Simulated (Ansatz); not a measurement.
# CH₄Si (singlet): the correlation ladder at distance Si1–C2 = 1.868 Å, cc-pVTZ

Aim: climb from Hartree-Fock through coupled cluster for CH₄Si (singlet) at one geometry and basis, and see what each rung misses.

Program: Ansatz 0.2.0, Gaussian basis. Level of theory: cc-pVTZ, core rule «outside noble gas», up to 6 orbitals frozen. These are calculated values, not measurements.

To be run: UHF; CCSD(T) on RHF; CCSD(T) on UHF; BCCD(T) on RHF; CCSDT(Q) on RHF.

## Step 1: What is computed

The geometry derives from a PBE0/def2-TZVP stationary point (not a proven minimum). One bond is set to the value named and the two fragments are kept rigid.

6 atoms, charge 0, spin multiplicity 1.

Atoms are counted from 1 here; the program's logs count them from 0.

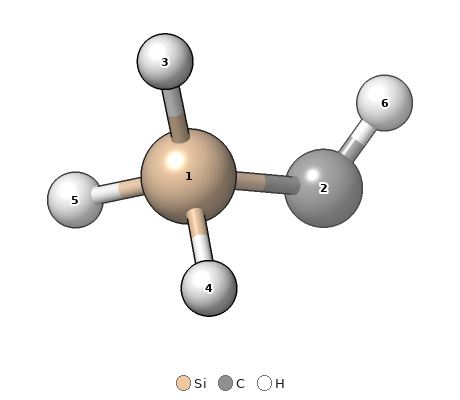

The geometry (silicon light orange, carbon grey, hydrogen white); atoms are numbered from 1 in the order of the file.

Geometry (Å):

```xyz
6

Si    0.00000    0.03065    0.52697
C     0.00000   -0.13134   -1.33372
H     0.00000    1.34843    1.22780
H     1.21534   -0.73508    0.92761
H    -1.21534   -0.73508    0.92761
H     0.00000    0.83268   -1.87395
```

In the tables R marks a restricted determinant and U an unrestricted one; energies count from the table's Hartree-Fock row.

## Step 2: UHF

in.yaml reads:

```yaml
crystal:
  periodic: [false, false, false]
  atoms:
    - {symbol: Si, position_ang: [0.000000, 0.030650, 0.526970]}
    - {symbol: C, position_ang: [0.000000, -0.131335, -1.333717]}
    - {symbol: H, position_ang: [0.000000, 1.348427, 1.227799]}
    - {symbol: H, position_ang: [1.215343, -0.735078, 0.927610]}
    - {symbol: H, position_ang: [-1.215343, -0.735078, 0.927610]}
    - {symbol: H, position_ang: [0.000000, 0.832681, -1.873946]}
basis:
  gaussian: {orbitals: cc-pVTZ}
magnetization: {spin_polarized: true, initial_magnetization: 0}
hamiltonian: {xc: hf}
output: {orbitals: {seedname: orbitals}}
```

Launch:

```bash
$ ansatz run in.yaml --threads 1 --pin off --events-out ev --progress --plain --max-ram 4096MiB --backend cpu
```

Log:

```text
Functional definition: HF
  name "HF"
  cite "Fock, Z. Phys. 61, 126 (1930) doi:10.1007/BF01340294"
  parent pbe
  exchange = exact_x
  correlation = 0
812 factors; their error is unknown
mean field evaluation 1: about -8951.0650 eV, gradient 1.0e1 eV
mean field evaluation 2: about -8952.1948 eV, gradient 3.4e0 eV
mean field evaluation 4: about -8952.3748 eV, gradient 3.0e-1 eV
mean field evaluation 8: about -8952.5768 eV, gradient 3.0e-4 eV
mean field evaluation 16: about -8953.2344 eV, gradient 1.8e-2 eV
mean field evaluation 32: about -8952.5768 eV, gradient 2.3e-5 eV
mean field evaluation 64: about -8952.8521 eV, gradient 9.2e-6 eV
mean field -8953.23441356 eV, -329.0252959781 hartree, gradient 1.9e-5 eV, S^2 0.838806; 5 other end points of the search recorded, 0 dependent functions left out
reference -8953.23441356 eV, -329.0252959781 hartree; 12, 12 occupied and 108, 108 virtual orbitals, 812 factors
Total energy: -8953.23441356 eV, -329.0252959781 hartree
```

Run time: 6 s. Hardware: 1 thread of AMD EPYC 7R13, shared host; peak memory 0.25 GiB.

From the report: ⟨S²⟩ of the determinant 0.839 (pure singlet: 0.00). The determinant of HF (⟨S²⟩ 0.84) is far from a pure spin state, so its energy mixes those of several spin states; that is harmless only where they are near-degenerate.

The unrestricted solution breaks the spin symmetry, so the restricted determinant is unstable here.

## Step 3: CCSD(T) on RHF

Edit in.yaml of step 2 so:

```diff
@@ -11,4 +11,3 @@
   gaussian: {orbitals: cc-pVTZ}
-magnetization: {spin_polarized: true, initial_magnetization: 0}
-hamiltonian: {xc: hf}
-output: {orbitals: {seedname: orbitals}}
+magnetization: {spin_polarized: false}
+correlation: {method: ccsd_t, electrons: outside_noble_gas}
```

Same command.

Log (excerpt; [...] marks lines left out):

```text
Functional definition: HF
  name "HF"
  cite "Fock, Z. Phys. 61, 126 (1930) doi:10.1007/BF01340294"
  parent pbe
[...]
680 factors; integrals over basis functions are off by at most 1.1e-3 eV
[...]
mean field -8952.57705401 eV, -329.0011384602 hartree, gradient 4.8e-6 eV, S^2 0.000000; 1 other end points of the search recorded, 0 dependent functions left out; unrestricted orbitals would lower it
determinant -8952.57705401 eV, -329.0011384602 hartree, with singles and doubles -8961.04777316 eV, -329.3124316473 hartree
determinant -8949.65543395 eV, -328.8937709034 hartree, with singles and doubles -8958.15522567 eV, -329.2061324877 hartree
6 core orbitals not correlated: weight in the atoms' cores, before any rotation towards them, 1.000 or more for the frozen orbitals, at most 0.000 for the correlated occupied ones
reference -8952.57705401 eV, -329.0011384602 hartree; 6, 6 occupied and 108, 108 virtual orbitals, 680 factors
second order -7.05078941 eV of doubles, -0.00000000 eV of singles
cycle   1  -8.26294596 eV  change   -6.2e-1 eV  update   2.3e-2
[...]
cycle  10  -8.28044817 eV  change    1.2e-6 eV  update   1.1e-5
perturbative correction -0.28704603 eV, -0.0105487472 hartree
Total energy: -8961.14454821 eV, -329.3159880649 hartree
```

Wall time 5.5 s (1 thread of AMD EPYC 7R13, shared host); peak memory 0.42 GiB.

From the report: correlation -8.5675 eV; T1 0.016; largest double amplitude 0.10.

## Step 4: CCSD(T) on UHF

Edit in.yaml of step 3 so:

```diff
@@ -11,3 +11,3 @@
   gaussian: {orbitals: cc-pVTZ}
-magnetization: {spin_polarized: false}
+magnetization: {spin_polarized: true, initial_magnetization: 0}
 correlation: {method: ccsd_t, electrons: outside_noble_gas}
```

Launch:

```bash
$ ansatz run in.yaml --threads 2 --pin off --events-out ev --progress --plain --max-ram 24576MiB --backend cuda --devices 0, --max-vram 18GiB
```

Log (excerpt; [...] marks lines left out):

```text
Functional definition: HF
  name "HF"
  cite "Fock, Z. Phys. 61, 126 (1930) doi:10.1007/BF01340294"
  parent pbe
[...]
680 factors; integrals over basis functions are off by at most 1.1e-3 eV
[...]
mean field -8953.23470839 eV, -329.0253068129 hartree, gradient 2.0e-6 eV, S^2 0.838807; 9 other end points of the search recorded, 0 dependent functions left out
determinant -8953.23470839 eV, -329.0253068129 hartree, with singles and doubles -8961.18527754 eV, -329.3174848401 hartree
determinant -8952.85235394 eV, -329.0112555462 hartree, with singles and doubles -8960.89063737 eV, -329.3066570135 hartree
determinant -8953.23470839 eV, -329.0253068129 hartree, with singles and doubles -8961.02904793 eV, -329.3117435076 hartree
determinant -8952.85235394 eV, -329.0112555462 hartree, with singles and doubles -8960.74707793 eV, -329.3013813012 hartree
determinant -8952.57705401 eV, -329.0011384602 hartree, with singles and doubles -8961.04757531 eV, -329.3124243765 hartree
6 core orbitals not correlated: weight in the atoms' cores, before any rotation towards them, 1.000 or more for the frozen orbitals, at most 0.000 for the correlated occupied ones
reference -8953.23470839 eV, -329.0253068129 hartree; 6, 6 occupied and 108, 108 virtual orbitals, 680 factors
second order -6.59748789 eV of doubles, -0.00000000 eV of singles
cycle   1  -7.79433867 eV  change    8.6e-7 eV  update   4.0e-6
perturbative correction -0.26379852 eV, -0.0096944168 hartree
WARN: the results are in doubt because among natural orbitals the method converges to other amplitudes
Total energy: -8961.29284558 eV, -329.3214378928 hartree
In doubt: among natural orbitals the method converges to other amplitudes
```

Run time: 11 s. Hardware: 1 × H100 (card shared with other runs) with 2 threads of AMD EPYC 7R13, shared host; peak host memory 0.83 GiB.

From the report: ⟨S²⟩ of the determinant 0.839 (pure singlet: 0.00); correlation -8.0581 eV; T1 0.018; largest double amplitude 0.07. The determinant of CCSD(T) (⟨S²⟩ 0.84) is far from a pure spin state, so its energy mixes those of several spin states; high orders of coupled cluster remove much of that, low ones don't. Mind the lines of doubt at the end of the log.

## Step 5: BCCD(T) on RHF

Edit in.yaml of step 4 so:

```diff
@@ -11,3 +11,3 @@
   gaussian: {orbitals: cc-pVTZ}
-magnetization: {spin_polarized: true, initial_magnetization: 0}
-correlation: {method: ccsd_t, electrons: outside_noble_gas}
+magnetization: {spin_polarized: false}
+correlation: {method: bccd_t, electrons: outside_noble_gas}
```

Launched as before.

Log (excerpt; [...] marks lines left out):

```text
Functional definition: HF
  name "HF"
  cite "Fock, Z. Phys. 61, 126 (1930) doi:10.1007/BF01340294"
  parent pbe
[...]
680 factors; integrals over basis functions are off by at most 1.1e-3 eV
[...]
mean field -8952.57705401 eV, -329.0011384602 hartree, gradient 4.8e-6 eV, S^2 0.000000; 1 other end points of the search recorded, 0 dependent functions left out; unrestricted orbitals would lower it
determinant -8952.57705401 eV, -329.0011384602 hartree, with singles and doubles -8961.04776856 eV, -329.3124314784 hartree
determinant -8949.65543395 eV, -328.8937709034 hartree, with singles and doubles -8958.15525774 eV, -329.2061336661 hartree
6 core orbitals not correlated: weight in the atoms' cores, before any rotation towards them, 1.000 or more for the frozen orbitals, at most 0.000 for the correlated occupied ones
reference -8952.57705401 eV, -329.0011384602 hartree; 6, 6 occupied and 108, 108 virtual orbitals, 680 factors
second order -7.05078941 eV of doubles, -0.00000000 eV of singles
cycle   1  -8.25682913 eV  change   -6.1e-1 eV  update   2.4e-2
[...]
cycle  10  -8.26897380 eV  change   -5.4e-6 eV  update   1.3e-5
perturbative correction -0.30047666 eV, -0.0110423136 hartree
Total energy: -8961.14650447 eV, -329.3160599560 hartree
```

It took 7.5 s on 1 × H100 (card shared with other runs) with 2 threads of AMD EPYC 7R13, shared host; peak host memory 0.8 GiB.

From the report: correlation -8.5695 eV; largest double amplitude 0.10.

## Step 6: CCSDT(Q) on RHF

Edit in.yaml of step 5 so:

```diff
@@ -12,2 +12,2 @@
 magnetization: {spin_polarized: false}
-correlation: {method: bccd_t, electrons: outside_noble_gas}
+correlation: {method: ccsdt_q, electrons: outside_noble_gas}
```

Launched as before.

Log (excerpt; [...] marks lines left out):

```text
Functional definition: HF
  name "HF"
  cite "Fock, Z. Phys. 61, 126 (1930) doi:10.1007/BF01340294"
  parent pbe
[...]
1533 factors; integrals over basis functions are off by at most 2.5e-7 eV
[...]
mean field -8952.57706202 eV, -329.0011387546 hartree, gradient 3.5e-6 eV, S^2 0.000000; 1 other end points of the search recorded, 0 dependent functions left out; unrestricted orbitals would lower it
determinant -8952.57706202 eV, -329.0011387546 hartree, with singles and doubles -8961.04780626 eV, -329.3124328635 hartree
determinant -8949.65544553 eV, -328.8937713289 hartree, with singles and doubles -8958.15526637 eV, -329.2061339835 hartree
6 core orbitals not correlated: weight in the atoms' cores, before any rotation towards them, 1.000 or more for the frozen orbitals, at most 0.000 for the correlated occupied ones
reference -8952.57706202 eV, -329.0011387546 hartree; 6, 6 occupied and 108, 108 virtual orbitals, 1533 factors
second order -7.05082759 eV of doubles, -0.00000000 eV of singles
cycle   1  -7.88612583 eV  change   -8.4e-1 eV  update   8.5e-2
[...]
cycle  23  -8.61455691 eV  change   -3.6e-7 eV  update   8.5e-7
perturbative correction -0.01585060 eV, -0.0005824990 hartree
Total energy: -8961.20746954 eV, -329.3183003810 hartree
```

Wall time 16 s (1 × H100 (card shared with other runs) with 2 threads of AMD EPYC 7R13, shared host); peak host memory 0.92 GiB.

From the report: correlation -8.6304 eV; T1 0.017; largest double amplitude 0.16.

## Step 7: All levels against the top one

No level here is safe as a reference; RCCSDT(Q) serves as a yardstick only. Rows without a time are mean-field rows or come out of runs for another level: lower rungs of the coupled-cluster runs, or the Hartree-Fock search.

Differences are taken before rounding.

| method | energy from the lowest RHF (meV) | from RCCSDT(Q) (meV) | time |
| --- | --- | --- | --- |
| RHF | 0.0 | +8630.4 |  |
| UHF | -657.7 | +7972.8 |  |
| RMP2 | -7050.8 | +1579.6 |  |
| UMP2 | -7255.1 | +1375.3 |  |
| RCCSD | -8280.4 | +350.0 |  |
| UCCSD | -8452.0 | +178.4 |  |
| RCCSD(T) | -8567.5 | +62.9 | 5.5 s |
| UCCSD(T) | -8715.8 | -85.4 | 11 s (GPU) |
| BCCD(T) | -8569.5 | +61.0 | 7.5 s (GPU) |
| RCCSDT | -8614.6 | +15.9 |  |
| RCCSDT(Q) | -8630.4 | 0 | 16 s (GPU) |

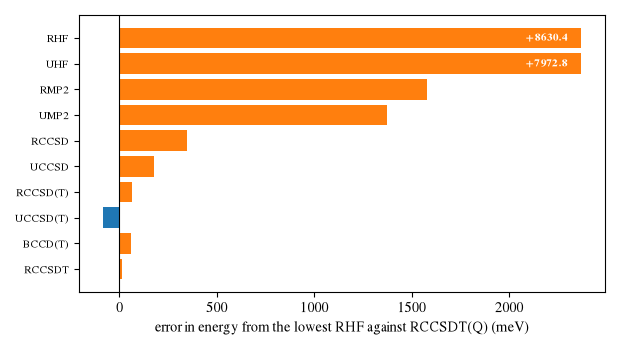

Deviations from RCCSDT(Q), method by method. Bars with a number in them are cut short.

Some runs used a GPU and others CPU threads alone; cost is compared among the GPU runs only.

The program flags UCCSD(T) as in doubt (see the logs), so read those rows with care; the flags are other amplitudes.

## Step 8: Outcome

| quantity | value |
| --- | --- |
| RCCSDT(Q) from the RHF energy | -8.6304 eV |
| RMP2 from RCCSDT(Q) | +1579.6 meV |
| UMP2 from RCCSDT(Q) | +1375.3 meV |
| RCCSD from RCCSDT(Q) | +350.0 meV |
| RCCSD(T) from RCCSDT(Q) | +62.9 meV |
| UCCSD(T) from RCCSDT(Q) | -85.4 meV |
| T1 diagnostic | 0.016 |

**Reading.** RCCSD(T) lands +62.9 meV from the yardstick (0.7 % of the correlation energy). CCSD(T) misses by +62.9 meV on the restricted determinant and by -85.4 meV on the unrestricted one; the two need not hold the same state or core. Warnings: restricted reference is unstable; spin contamination.
